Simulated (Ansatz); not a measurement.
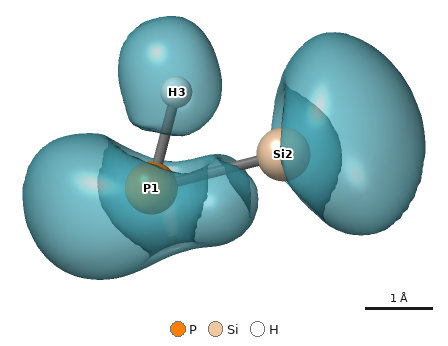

The picture shows: HPSi (SMILES [Si]=P). Isosurface of the ELF at 0.75 (cyan), seen across its widest extent. Only the valence region is drawn (cores and ρ < 0.01 e/Å³ removed).

Geometry: PBE0-D3(BJ)/pcseg-1.

The calculation used Ansatz, isolated molecule in a Gaussian basis; Kohn-Sham density functional theory, functional PBE0.

Input file:

```
crystal:
  periodic: [false, false, false]
  atoms:
    - {symbol: P, position_ang: [-2.330264, -0.165534, 0.286100]}
    - {symbol: Si, position_ang: [-2.161198, 0.077651, -1.746201]}
    - {symbol: H, position_ang: [-1.807434, 1.134136, -0.238314]}
basis:
  gaussian: {orbitals: def2-TZVPD}
hamiltonian: {xc: {name: PBE0}}
output: {forces: true, orbitals: {seedname: orbitals}}
```

Launched as:

```sh
ansatz run input.yaml --threads 1 --pin off --max-ram 2610MiB --events-out events.jsonl --progress --plain --runs-dir runs
```

Identify the bonds, lone pairs and shells in this picture.

The ELF exceeds this value in one region around a hydrogen nucleus, one region on P in which the atom's valence shell and bonds are merged and one lobe on Si, pointing away from the bonds (lone pairs). Along the contacts the grid gives the following. Si–P (2.05 Å): the ELF peaks at about 0.85 between the atoms, as expected for a covalent bond. P–H (1.50 Å): the ELF climbs to about 1 towards the hydrogen, as it does in any bond to H.
